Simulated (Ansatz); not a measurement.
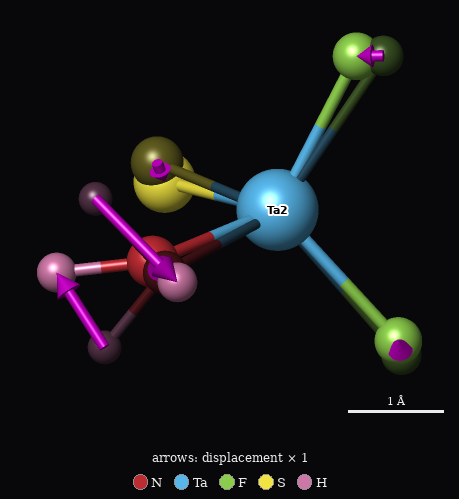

This is a relaxation of TaNH₂SF₂ (coarse preliminary run). The starting structure is drawn faded, the final one solid; purple arrows show the displacements, at their true length. The two geometries are superimposed by the best rigid fit.

Style: ball-and-stick. Shown from a free direction.

The start comes from a force field.

Level of theory: Ansatz 0.2.0, RKS PBE-D4/def2-SVP. (force threshold 0.03 eV/Å; at most 200 steps)

Atoms of which element are displaced furthest, and by how much?

Answer. Hydrogen: up to 1.29 Å, against 0.39 Å for nitrogen.

What happened in the run?

Answer. The largest move after the best rigid fit is that of an H atom, 1.29 Å. By element the largest moves are H 1.29 Å, N 0.39 Å, F 0.36 Å, S 0.27 Å, Ta 0.04 Å. Near-neighbour distances that change, for instance: N–Ta 2.148 → 1.962 Å, F–Ta 2.076 → 1.894 Å, H–N 1.092 → 1.028 Å, H–N 1.065 → 1.025 Å. Among the angles between lasting bonds that change: Ta–N–H 107.3° → 127.3°, Ta–N–H 108.7° → 122.6°, H–N–H 101.0° → 110.1°. Over 15 accepted moves (16 points after the start) the energy falls by 150.5 kJ/mol. The largest force component goes from 3.6 to 0.016 eV/Å. The line search rejected the trial step at point 7 of the run. The forces were under the threshold at step 5, but the run went on from there.
